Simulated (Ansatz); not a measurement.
## Run report: WH6Cl2O, geometry relaxation (part 2 of 2)

Continued. System: WH6Cl2O. Method: RKS PBE0/def2-SVP (Ansatz 0.2.0). The input holds or restrains some coordinates. Forces given for the steps count only the free coordinates. It belongs to a series of runs on one base structure; here: pulled along the bonds that form and break, towards end B.

Geometry of the input (Å):
```
W  0.0000  0.0000  0.0000
O  0.0000  0.0000  2.2900
H  -0.9095  -0.2814  2.6271
H  1.7200  0.0000  0.0000
H  0.0000  1.7200  0.0000
Cl -2.3900  0.0000  0.0000
H  0.0000  -1.7200  0.0000
H  0.0000  0.0000  -1.7200
Cl -1.9177  1.6850  0.8482
H  -0.9971  0.8761  2.0562
```

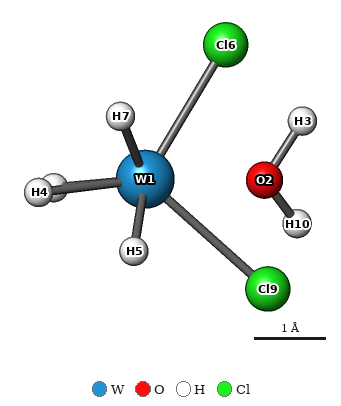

Figure 1. The geometry at step 11 of the log (ball-and-stick view, seen at a tilt; atoms are numbered from 1 in the order of the input).

## Trajectory as extended XYZ, continued
```
10
Properties=species:S:1:pos:R:3:forces:R:3 step=4 energy=-28992.04093
W    -0.3088    0.1870   -0.3185    0.0874  -0.6547   1.8937
O    -0.0872    0.0645    2.6918   -1.6735  -0.4287  -1.1068
H    -0.9188   -0.4453    2.6989    0.7346  -1.6814   0.7065
H     1.5944   -0.0029   -0.0087   -2.0759   0.1898  -0.1883
H     0.1656    1.7533    0.0454    1.6096  -0.3628   0.6107
Cl   -2.5090   -0.3818   -0.1222   -0.7793  -3.5821  -0.8014
H     0.0327   -1.6140    0.0600   -0.0700   2.0151   0.5978
H     0.0178    0.0112   -1.8690    0.1427   0.1901  -2.1836
Cl   -1.8141    1.9380    0.5280    1.3307   1.9803   0.5319
H    -0.6669    0.7698    2.3959    0.6939   2.3344  -0.0606
10
Properties=species:S:1:pos:R:3:forces:R:3 step=5 energy=-28993.82245
W    -0.3332    0.1957   -0.3681    0.0573  -0.0272   0.7926
O    -0.1207    0.0375    2.7370   -1.6612   0.5975  -1.2068
H    -0.9254   -0.5127    2.7289    0.5644  -0.6166   0.3222
H     1.4185    0.0250   -0.0279   -1.1356   0.0283   0.0067
H     0.2998    1.6900    0.0960    1.1264  -0.8094   0.2688
Cl   -2.5030   -0.5745   -0.1498   -0.0359  -1.5950  -0.2364
H     0.0198   -1.4583    0.1180   -0.0344   1.2353   0.5135
H     0.0001    0.0462   -1.9751   -0.1004   0.3010  -1.0708
Cl   -1.7302    1.9829    0.4580    0.3347   0.6824   0.2104
H    -0.6199    0.8478    2.4846    0.8848   0.2035   0.3997
10
Properties=species:S:1:pos:R:3:forces:R:3 step=6 energy=-28994.68432
W    -0.3561    0.2114   -0.4449   -0.0192   0.2991   1.1714
O    -0.1564    0.0341    2.6836   -1.3685   1.0222  -0.7381
H    -0.9478   -0.5307    2.7542    0.4533  -0.0688   0.0473
H     1.2885    0.0102   -0.0154   -0.3403  -0.0680  -0.0137
H     0.4577    1.5821    0.1335    0.4672  -0.7790  -0.0457
Cl   -2.4580   -0.7458   -0.1615    0.1747  -0.6442  -0.1236
H     0.0274   -1.3112    0.2194   -0.0623   0.6939   0.1342
H    -0.0558    0.1292   -2.0912   -0.1399   0.2241  -0.5974
Cl   -1.6804    1.9906    0.4628    0.0592   0.1499  -0.0588
H    -0.6134    0.9099    2.5610    0.7757  -0.8291   0.2245
10
Properties=species:S:1:pos:R:3:forces:R:3 step=7 energy=-28994.98040
W    -0.3758    0.2276   -0.4572   -0.2530   0.5169   0.7472
O    -0.1809    0.0595    2.6666   -1.0165   0.8425  -0.6329
H    -0.9442   -0.5434    2.7199    0.3440   0.1857   0.0376
H     1.2164   -0.0242   -0.0019    0.1891  -0.1064  -0.1748
H     0.6005    1.4608    0.1718    0.0300  -0.3609   0.0756
Cl   -2.3981   -0.8841   -0.1700    0.0451  -0.1819  -0.0482
H     0.0280   -1.1978    0.3106    0.0481   0.1628   0.0321
H    -0.1451    0.2282   -2.1474   -0.0690   0.0282  -0.0492
Cl   -1.6655    2.0154    0.4563    0.1424  -0.1555  -0.1905
H    -0.6297    0.9378    2.5528    0.5397  -0.9313   0.2031
10
Properties=species:S:1:pos:R:3:forces:R:3 step=8 energy=-28995.15359
W    -0.3922    0.2385   -0.4632   -0.6699   0.6560   0.8058
O    -0.2201    0.1045    2.6616   -0.7265   0.5021  -0.4491
H    -0.9506   -0.5327    2.7359    0.2397   0.2135   0.0231
H     1.2403   -0.0393   -0.1677    0.1186  -0.1167  -0.3976
H     0.6640    1.3227    0.3014   -0.0789  -0.3401   0.1771
Cl   -2.3631   -0.9525   -0.1710    0.1870  -0.1274  -0.0195
H     0.0701   -1.1420    0.3482    0.1773   0.0745   0.0320
H    -0.2019    0.2744   -2.1611    0.1016  -0.0248   0.0510
Cl   -1.6491    2.0416    0.4415    0.2749  -0.1566  -0.3259
H    -0.6916    0.9646    2.5760    0.3761  -0.6805   0.1031
10
Properties=species:S:1:pos:R:3:forces:R:3 step=9 energy=-28995.33100
W    -0.4142    0.2611   -0.4771   -0.6951   0.9131   0.8348
O    -0.2566    0.1063    2.6458   -1.2336  -0.3973   0.0591
H    -0.9577   -0.5380    2.9308    0.9189   0.9542  -0.4359
H     1.2362   -0.0676   -0.3235   -0.0251  -0.0105  -0.5489
H     0.6837    1.2356    0.3879   -0.1128  -0.5437   0.1555
Cl   -2.3082   -0.9966   -0.1815    0.0198  -0.2811  -0.0130
H     0.1108   -1.0825    0.3597    0.2803   0.1510   0.0626
H    -0.2168    0.3129   -2.1767    0.2225  -0.0465   0.1479
Cl   -1.6271    2.1011    0.4029    0.4142  -0.2498  -0.4014
H    -0.7444    0.9474    2.5333    0.2107  -0.4894   0.1394
10
Properties=species:S:1:pos:R:3:forces:R:3 step=10 energy=-28995.63897
W    -0.4639    0.2818   -0.4611   -0.3333   0.7865   0.8176
O    -0.2761    0.1333    2.6586   -1.5006  -0.8502   0.2905
H    -0.9677   -0.5358    2.9505    1.1938   1.3568  -0.5716
H     1.2091   -0.0723   -0.5174   -0.4697   0.1298  -0.5010
H     0.6930    1.0990    0.5030   -0.2632  -0.7102  -0.0803
Cl   -2.2926   -1.0649   -0.1724    0.2584  -0.2305  -0.0464
H     0.1780   -1.0113    0.3867    0.2174   0.3458   0.0521
H    -0.1831    0.3250   -2.1519    0.1605   0.0157   0.3050
Cl   -1.6112    2.1673    0.3940    0.5922  -0.3887  -0.4670
H    -0.7798    0.9576    2.5115    0.1445  -0.4550   0.2010
10
Properties=species:S:1:pos:R:3:forces:R:3 step=11 energy=-28995.94292
W    -0.5281    0.2927   -0.4398    1.0054   0.6329   0.6868
O    -0.3032    0.1469    2.6798   -1.3863  -0.5658   0.2453
H    -0.9919   -0.5195    2.9570    0.9731   1.1554  -0.4413
H     1.1511   -0.0503   -0.7038   -0.9026   0.1947  -0.1754
H     0.6952    0.9429    0.5725   -0.4972  -0.6105  -0.3285
Cl   -2.2603   -1.1594   -0.1692    0.2254  -0.2142  -0.0266
H     0.2530   -0.9260    0.4190   -0.0687   0.4704  -0.1137
H    -0.1420    0.3392   -2.1091   -0.1489   0.0725   0.3514
Cl   -1.5603    2.2468    0.3954    0.5966  -0.5968  -0.4653
H    -0.8077    0.9665    2.4998    0.2032  -0.5385   0.2673
10
Properties=species:S:1:pos:R:3:forces:R:3 step=12 energy=-28996.22493
W    -0.5270    0.2878   -0.4174    0.6548   0.6051   0.6542
O    -0.4061    0.1292    2.7089   -0.8759   0.3098  -0.1140
H    -1.1237   -0.4651    3.0057    0.4127   0.5056  -0.2269
H     1.0930    0.0035   -0.8764   -0.6148   0.0966  -0.0410
H     0.7249    0.7998    0.5817   -0.2478  -0.2274  -0.2533
Cl   -2.1285   -1.3037   -0.1266    0.1449  -0.0947  -0.0590
H     0.3695   -0.8705    0.3796   -0.1039   0.2352  -0.0731
H    -0.2457    0.3869   -2.0922   -0.1085   0.0557   0.2006
Cl   -1.4033    2.3208    0.4019    0.4511  -0.7421  -0.3901
H    -0.8473    0.9911    2.5362    0.2873  -0.7439   0.3025
10
Properties=species:S:1:pos:R:3:forces:R:3 step=13 energy=-28996.33012
W    -0.4987    0.2635   -0.3941   -0.2176   0.7486   0.5371
O    -0.5086    0.1687    2.7404   -0.5013   1.2687  -0.3759
H    -1.2258   -0.4290    2.9777   -0.1312   0.0651   0.0321
H     1.0333    0.0100   -1.0501   -0.2660   0.0312   0.1138
H     0.7889    0.7184    0.5389    0.1042  -0.0321  -0.0479
Cl   -2.0043   -1.4351   -0.1326    0.1519   0.0620  -0.0245
H     0.4563   -0.8623    0.3486    0.0663   0.0016  -0.0937
H    -0.3491    0.4381   -2.0768   -0.0679  -0.0009   0.1897
Cl   -1.2599    2.3350    0.4565    0.3396  -0.7868  -0.4520
H    -0.9265    1.0723    2.6929    0.5219  -1.3575   0.1213
10
Properties=species:S:1:pos:R:3:forces:R:3 step=14 energy=-28996.36154
W    -0.4817    0.2679   -0.3500   -0.0063   0.5280   0.2403
O    -0.6103    0.1186    2.7781   -0.6577   1.4741  -0.5335
H    -1.3927   -0.3763    3.0695    0.1719   0.2768  -0.1330
H     0.9950    0.0231   -1.1152   -0.2740   0.0688   0.0428
H     0.8916    0.6902    0.4720    0.0452   0.1271   0.0448
Cl   -1.8885   -1.5037   -0.0894    0.0226   0.0175  -0.0178
H     0.5609   -0.8631    0.2629   -0.0429   0.0076  -0.0010
H    -0.4665    0.4796   -2.0382   -0.0205  -0.0341   0.2772
Cl   -1.1768    2.3780    0.4521    0.3232  -0.7887  -0.2538
H    -0.9253    1.0654    2.6597    0.4385  -1.6771   0.3342
10
Properties=species:S:1:pos:R:3:forces:R:3 step=15 energy=-28996.40690
W    -0.4341    0.2602   -0.3363    0.0940   0.7606   0.8606
O    -0.7626    0.0777    2.7636   -0.1878   1.0789  -0.3202
H    -1.5874   -0.3376    3.0453    0.0339  -0.0150  -0.0819
H     0.9555    0.0479   -1.2407   -0.1407   0.0071  -0.0016
H     1.0092    0.7497    0.3408   -0.0775  -0.0484  -0.0278
Cl   -1.7784   -1.5206    0.0688   -0.0811  -0.1612  -0.0895
H     0.6877   -0.8434    0.1916   -0.0856   0.0413  -0.0524
H    -0.5905    0.4298   -2.0074    0.0225   0.0319   0.0439
Cl   -1.0116    2.3760    0.5374    0.1745  -0.7130  -0.4087
H    -0.9820    1.0401    2.7384    0.2477  -0.9822   0.0776
10
Properties=species:S:1:pos:R:3:forces:R:3 step=16 energy=-28996.39068 accepted=F
W    -0.4396    0.2410   -0.3003    0.0390   0.8569   0.6865
O    -0.7080    0.1356    2.8124   -1.7306  -0.0032  -0.3876
H    -1.5921   -0.3351    2.8559    1.5193   0.8093  -0.0304
H     0.9242    0.0470   -1.2370   -0.0422   0.0007   0.0230
H     1.0075    0.7347    0.3710   -0.0889  -0.0828  -0.0397
Cl   -1.7754   -1.5640    0.0451   -0.0564  -0.1097   0.0214
H     0.6892   -0.8740    0.1876   -0.0421   0.0608  -0.0086
H    -0.6038    0.4492   -1.9659   -0.0221   0.0110   0.0651
Cl   -1.0329    2.3589    0.5528    0.1922  -0.6931  -0.3831
H    -0.9633    1.0865    2.7800    0.2319  -0.8498   0.0535
10
Properties=species:S:1:pos:R:3:forces:R:3 step=17 energy=-28996.42581
W    -0.4341    0.2313   -0.3051   -0.2734   0.8573   0.6744
O    -0.7362    0.1310    2.8025   -0.2684   0.8254  -0.4628
H    -1.5746   -0.3180    2.9738    0.0690   0.0157  -0.0211
H     0.9267    0.0488   -1.2458   -0.0277  -0.0006  -0.0030
H     1.0043    0.7005    0.3824    0.0082   0.0165   0.0010
Cl   -1.7617   -1.5879    0.0312   -0.0084  -0.0255  -0.0414
H     0.6969   -0.8828    0.1586    0.0253  -0.0202   0.0331
H    -0.5981    0.5104   -1.9584   -0.0052  -0.0651   0.0293
Cl   -1.0298    2.3652    0.5165    0.2377  -0.7672  -0.3049
H    -0.9877    1.0812    2.7459    0.2429  -0.8364   0.0953
```

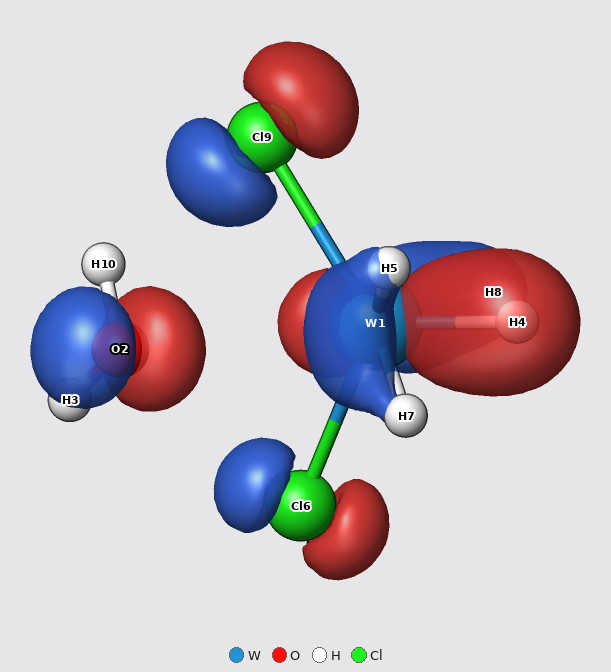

Figure 2. The HOMO−1 at ±0.15 Å⁻³ᐟ² (blue and red are the two phases), seen at an oblique angle. Its weight (Hirshfeld) is mainly on W1 (30 %), O2 (20 %), Cl9 (15 %), H4 (10 %) and Cl6 (10 %). Its energy is −8.78 eV.

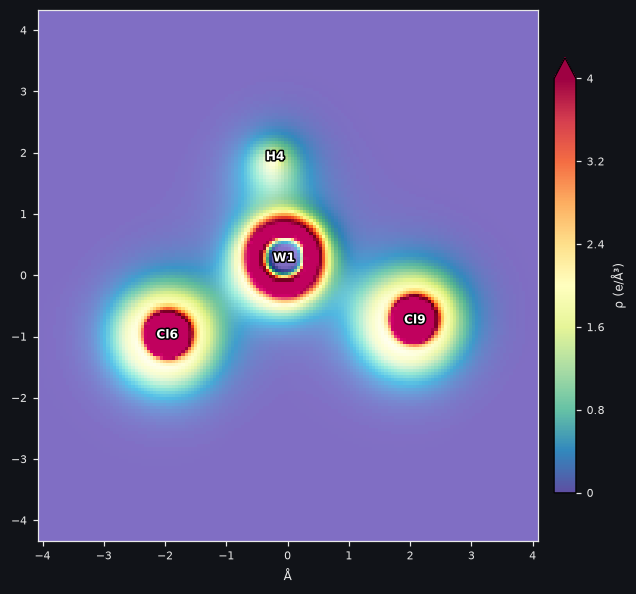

Figure 3. Total electron density on the plane of atoms Cl6, W1 and Cl9. The section cuts through W, H and Cl sites. W–H (1.66 Å): ρ is about 1.7 e/Å³ halfway, with its minimum of 1 e/Å³ about 1.1 Å from W.

## Summary

| quantity | value |
| --- | --- |
| outcome | converged under the restraints of the input |
| total energy | −28996.4259 eV |
| mean-field energy | −28996.4259 eV |
| largest force (length of the vector) at the end, held atoms and coordinates included | 1.125 eV/Å |
| wall time | 81 s (CPU time 2.6 min) |
| peak memory | 0.28 GiB |
